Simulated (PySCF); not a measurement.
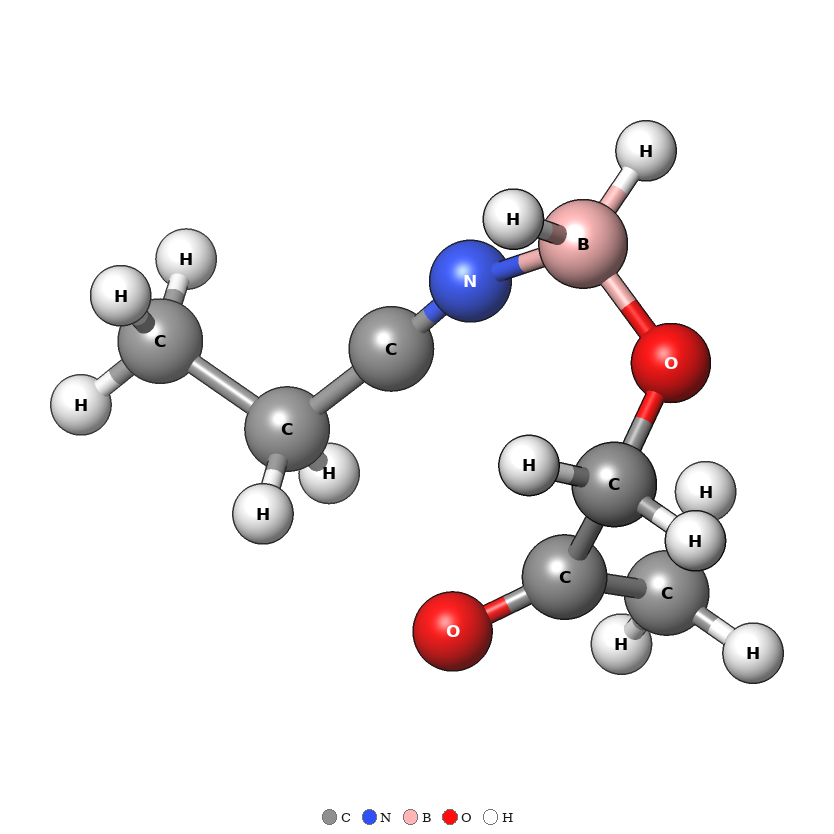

Rendered structure (ball-and-stick style).

Computed geometry: GFN2-xTB optimisation. No frequency run is at hand to confirm it as a minimum.

Description:

Formula C6H12BNO2. Its SMILES string is `CCC#[N+][BH2-]OCC(C)=O`. It has no ring. Among its groups: ketone, B–H bond. The point group is C1. Coordination: 4 C tetrahedral; 1 C linear; 1 N bent; 1 B tetrahedral; 1 O bent; 1 C trigonal planar.

The parts below concern this one geometry. Atoms keep their numbers from picture to picture.

Geometry

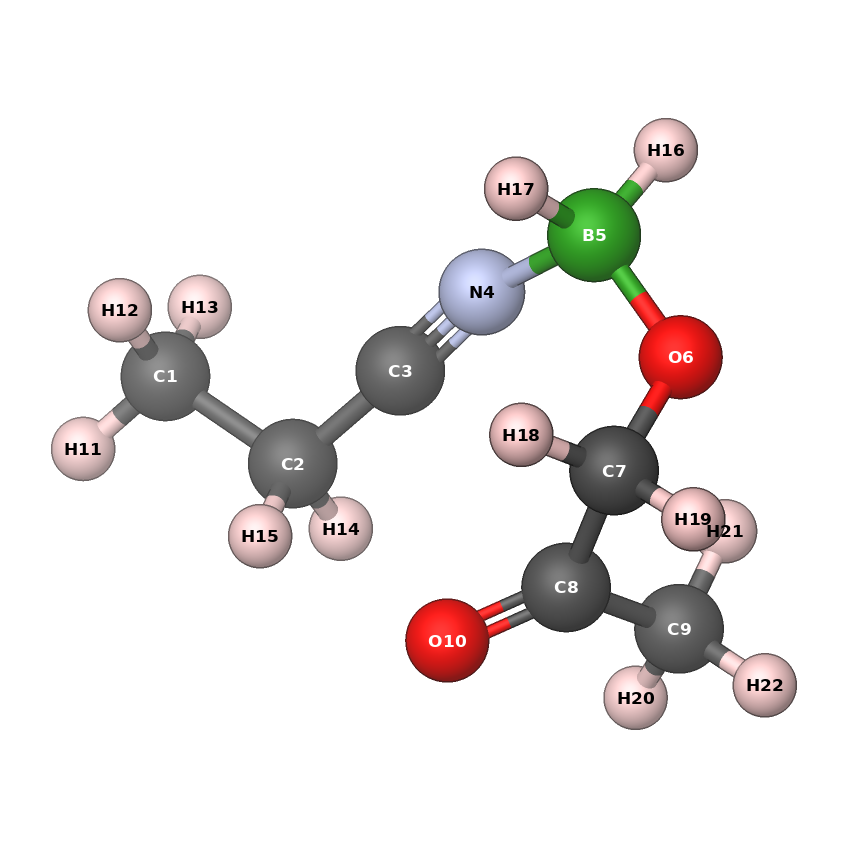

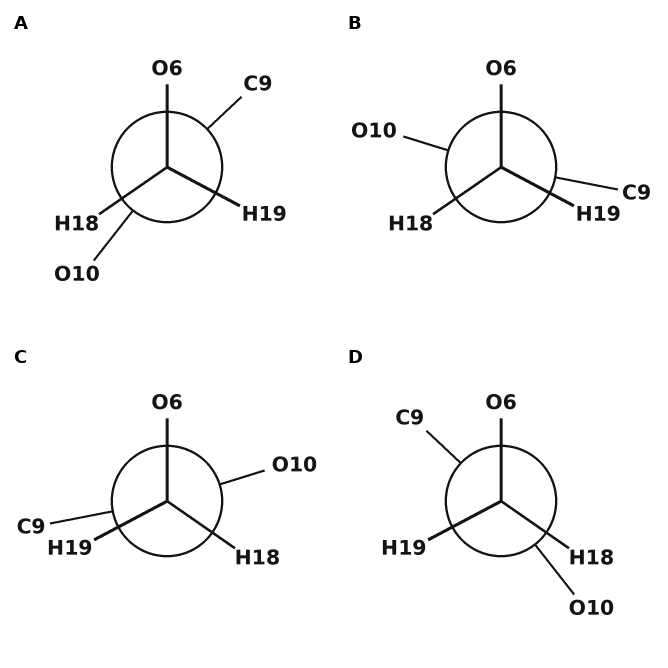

Depth is shown by fading: the farther an atom, the more it takes the colour of the background. Bonds that would overlap in a projection are set slightly apart. No frequency run is at hand to confirm it as a minimum.

**Which Newman projection shows the view along C7–C8, with C7 in front?**

A. The torsion angle O6–C7–C8–O10 is −133°, anticlinal.

Quadrupole coupling

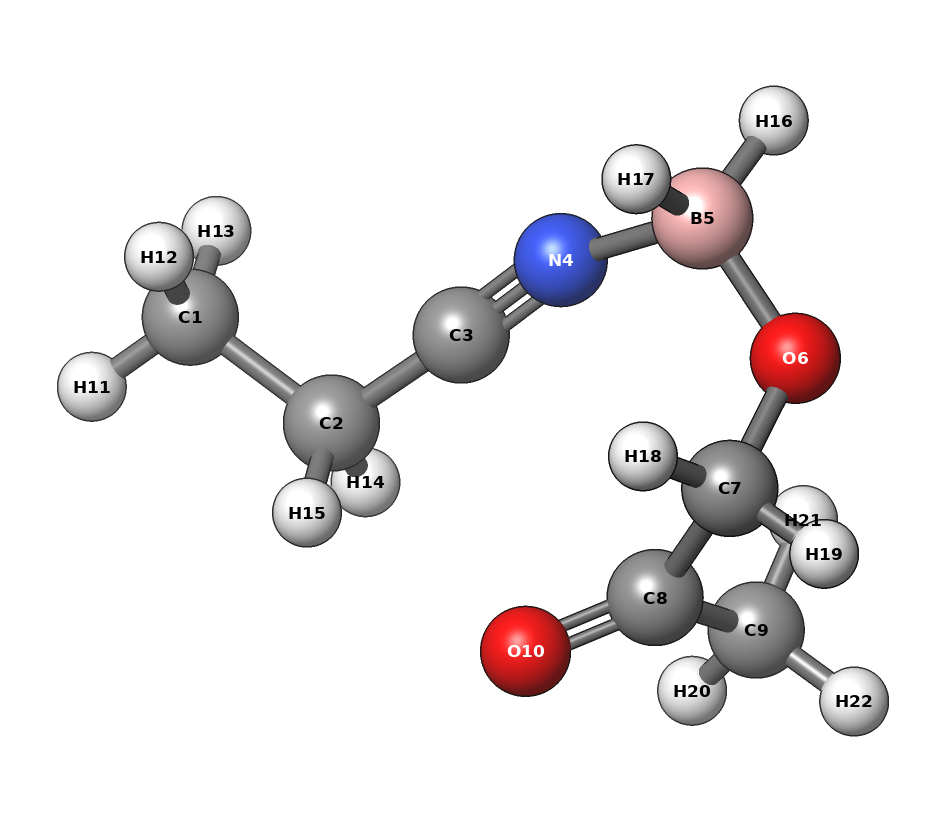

No frequency run is at hand to confirm it as a minimum. Electric field gradients from the ground-state density, PBE0/pcSseg-1 (PySCF 2.14.0), non-relativistic apart from any core potentials.

Give the largest field-gradient component, the quadrupole coupling constant and the asymmetry for 14N at N4 (Q = 20.44 mb), 11B at B5 (Q = 40.59 mb), 17O at O6 (Q = −25.6 mb), 17O at O10 (Q = −25.6 mb), 2H at H11 (Q = 2.86 mb), 2H at H12 (Q = 2.86 mb), 2H at H13 (Q = 2.86 mb), 2H at H14 (Q = 2.86 mb).

| atom | V_zz (a.u.) | e²qQ/h (MHz) | η |
| --- | --- | --- | --- |
| N4 | −0.473 | −2.27 | 0.18 |
| B5 | 0.258 | 2.46 | 0.76 |
| O6 | 1.846 | −11.11 | 0.51 |
| O10 | −2.017 | 12.13 | 0.44 |
| H11 | 0.315 | 0.212 | 0.04 |
| H12 | 0.310 | 0.208 | 0.04 |
| H13 | 0.310 | 0.208 | 0.04 |
| H14 | 0.295 | 0.198 | 0.05 |

NMR shielding

The questions are on isotropic NMR shieldings of the H atoms. No frequency run is at hand to confirm it as a minimum. Properties computed with GIAO PBE0/pcSseg-1 NMR shielding, non-relativistic, gas phase (PySCF 2.14.0).

Give the isotropic NMR shieldings of the H atoms atom by atom.

```tsv
atom	σ (ppm)
H11	30.40
H12	30.32
H13	30.40
H14	29.35
H15	28.50
H16	29.05
H17	28.62
H18	28.03
H19	27.16
H20	30.29
H21	27.75
H22	29.49
```

Charges

The questions are on IAO charges. No frequency run is at hand to confirm it as a minimum. Level of theory: PBE0/pcSseg-1, gas phase (PySCF 2.14.0).

List the IAO charges.

```csv
atom,value (e)
C1,−0.41
C2,−0.29
C3,0.25
N4,−0.03
B5,−0.05
O6,−0.46
C7,−0.10
C8,0.38
C9,−0.48
O10,−0.44
H11,0.16
H12,0.16
H13,0.16
H14,0.19
H15,0.21
H16,−0.01
H17,−0.03
H18,0.13
H19,0.15
H20,0.15
H21,0.18
H22,0.17
```

The geometry is semi-empirical. Around B such bond lengths and angles can be off by a tenth of an ångström or more and by several degrees, and values that hang on the shape move with them.
